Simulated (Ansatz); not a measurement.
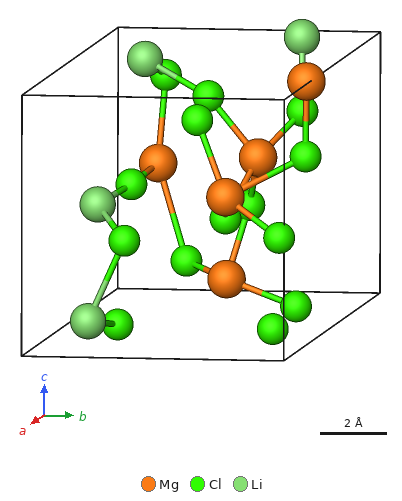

Starting frame of a dynamics run of an amorphous cell of composition Li4Mg5Cl14 (23 atoms in the cell). It starts from the last geometry of an earlier run, with fresh velocities. The picture is a ball-and-stick view of the simulation cell, seen slightly off an axis. Bonds to atoms that aren't drawn are left out.

All numbers below come from DFT PBE, scalar-relativistic, plane waves, PAW (Ansatz).

The input:
```yaml
crystal:
  lattice:
    - [8.306909, -0.115249, -0.023307]
    - [-0.115249, 8.464091, 0.303141]
    - [-0.023307, 0.303141, 8.226014]
  atoms:
    - { symbol: Mg, position: [0.3926701648, 0.6778135433, 0.6153168299] }
    - { symbol: Mg, position: [0.1327334881, 0.2019730633, 0.5182805329] }
    - { symbol: Mg, position: [0.8807167051, 0.7325221646, 0.5911566841] }
    - { symbol: Mg, position: [0.6672538475, 0.9619844999, 0.9827325725] }
    - { symbol: Mg, position: [0.3869321505, 0.5567853536, 0.1462246666] }
    - { symbol: Cl, position: [0.4216589062, 0.2060016014, 0.5120473745] }
    - { symbol: Cl, position: [0.6263222546, 0.2297895595, 0.0288086681] }
    - { symbol: Cl, position: [0.2083786906, 0.3383368024, 0.1663859709] }
    - { symbol: Cl, position: [0.9255990376, 0.9303959317, 0.1012791213] }
    - { symbol: Cl, position: [0.3979316268, 0.4898360018, 0.8487791414] }
    - { symbol: Cl, position: [0.1572632987, 0.7604974588, 0.7340745791] }
    - { symbol: Cl, position: [0.9063215485, 0.3568625061, 0.4241442632] }
    - { symbol: Cl, position: [0.0472119659, 0.1994708515, 0.8333180477] }
    - { symbol: Cl, position: [0.2572921135, 0.5955186933, 0.3960913373] }
    - { symbol: Cl, position: [0.9917859873, 0.9782342618, 0.4685606362] }
    - { symbol: Cl, position: [0.6527171922, 0.6494183912, 0.4487884193] }
    - { symbol: Cl, position: [0.6759404454, 0.9627534505, 0.6978858667] }
    - { symbol: Cl, position: [0.8049734355, 0.5967885871, 0.8642457978] }
    - { symbol: Cl, position: [0.4024229815, 0.8274406529, 0.0505410154] }
    - { symbol: Li, position: [0.7112458945, 0.1835992651, 0.5098880895] }
    - { symbol: Li, position: [0.9423414237, 0.2325069016, 0.1234612078] }
    - { symbol: Li, position: [0.2933347461, 0.2101570405, 0.9589928886] }
    - { symbol: Li, position: [0.0080410227, 0.7036557375, 0.9775281497] }
  symmetry: { detect: false }
basis:
  ecutwfc: 420
  xc_grid: 1
kpoints:
  mp_grid: { grid: [1, 1, 1], shift: [0.0, 0.0, 0.0] }
hamiltonian:
  xc: pbe
scf:
  occupations: { method: fermi_dirac, width: 0.05 }
  lower_state_search: "off"
  convergence: { dr2_threshold: 1.0e-05 }
output:
  forces: true
  stress: true
md:
  timestep: 1.5
  n_steps: 250
  ensemble: nvt_langevin
  friction: 0.03
  temperature: 300.0
  initial_velocities: maxwell_boltzmann
  seed: 57481
```

Command:
```bash
ansatz run input.yaml --threads 2 --pin off --max-ram 5120MiB --backend cpu --events-out ev --progress --plain --runs-dir out
```

What does the trajectory do?

Answer. The mean temperature in the second half is 292 K (standard deviation 48 K). The potential energy in the second half lies on average 30.3 meV per atom below the first frame. The mean pressure there is 1.5 GPa. In the second half of the run the atoms are, in the root-mean-square, this far from where they began (common drift taken out): Li 0.70 Å, Cl 0.42 Å, Mg 0.39 Å. Against the typical shortest distance between atoms in the first frame, about 2.3 Å these are wide excursions, but the first-neighbour bonds of the start all hold: the network flexes, or its layers or units shift against each other, without breaking.

Along the run (each row but the first and the last is the mean over the interval that it begins):

| time (fs) | potential energy (meV/atom) | T (K) | p (GPa) |
| --- | --- | --- | --- |
| 0.0 | 0.0 | 287 | 1.5 |
| 37.5 | -12.5 | 315 | 1.4 |
| 75.0 | -16.5 | 297 | 1.7 |
| 112.5 | -26.4 | 321 | 1.9 |
| 150.0 | -29.8 | 295 | 2.1 |
| 187.5 | -29.7 | 264 | 2.4 |
| 225.0 | -31.7 | 332 | 1.9 |
| 262.5 | -28.3 | 311 | 0.9 |
| 300.0 | -29.0 | 305 | 0.7 |
| 337.5 | -32.4 | 248 | 1.6 |
| 375.0 | -36.1 | 349 | 1.8 |

The paths of the atoms:

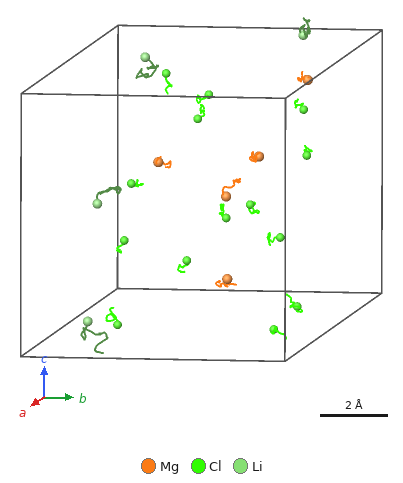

Limits of the set-up: the periodic images lie only 8.2 Å apart, so the values are limited by the cell's size.

The run took 4.4 min on 2 threads of Arm Neoverse V2, on a shared host, peak memory 0.53 GiB.
